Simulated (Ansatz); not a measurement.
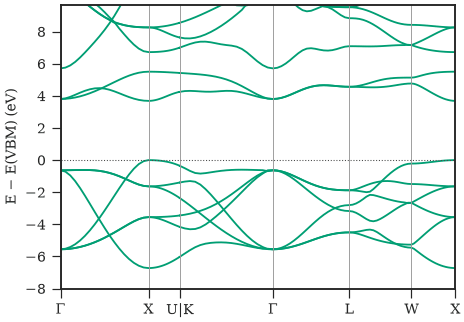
Figure. Band structure from the program Ansatz at the PBEsol level (PAW)

### Question
Read off the gap and where the band edges lie.

### Answer
About 3.7 eV (3.69 eV by a search for the band edges); maximum at X, minimum at X.

The material is HfO$_{2}$ (fluorite, Fm-3m).

This is a known high-temperature phase of the composition, computed here at zero pressure and temperature. The PBEsol relaxation kept the symmetry of its start; whether a distortion lowers the energy is not shown. No spin polarisation was allowed. Spin–orbit coupling is left out wherever it is not named.

Potentials: the later of the program's two PAW sets.
